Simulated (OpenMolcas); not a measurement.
# How basis sets differ on SiSbH5 (SbH2(SiH3))

SiSbH5: 7 atoms, total charge 0, spin state singlet. SMILES: `[H][Sb]([H])[SiH3]`. Geometry: a GFN2-xTB relaxation, a rough one for these elements and not checked as a minimum.

Quantity: the HOMO–LUMO gap, in eV. The values are calculated.

```json
{"level": "HF/STO-3G", "kind": "Hartree–Fock", "program": "OpenMolcas", "value (eV)": "14.78", "CPU time": "2.3 s"}
{"level": "HF/3-21G", "kind": "Hartree–Fock", "program": "OpenMolcas", "value (eV)": "11.95", "CPU time": "2.6 s"}
{"level": "HF/def2-SVP (core potential)", "kind": "Hartree–Fock", "program": "OpenMolcas", "value (eV)": "12.28", "CPU time": "4.1 s"}
{"level": "HF/ANO-RCC-VDZP (DKH2, RICD fitting)", "kind": "Hartree–Fock", "program": "OpenMolcas", "value (eV)": "11.57", "CPU time": "9.9 s"}
```

All-electron rows without a relativistic Hamiltonian named are non-relativistic, while core potentials hold scalar relativity, so basis and relativity change together. The values span 11.57 to 14.78 eV. A Hartree–Fock LUMO above zero doesn't converge with the basis: it sinks as sets grow more diffuse. Orbital gaps aren't excitation energies. CPU times are rough (shared hosts, several kinds of processor): they show what a rung costs within a factor of a few.

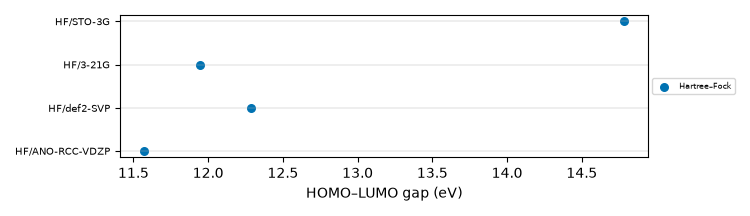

The values of the table, level by level.
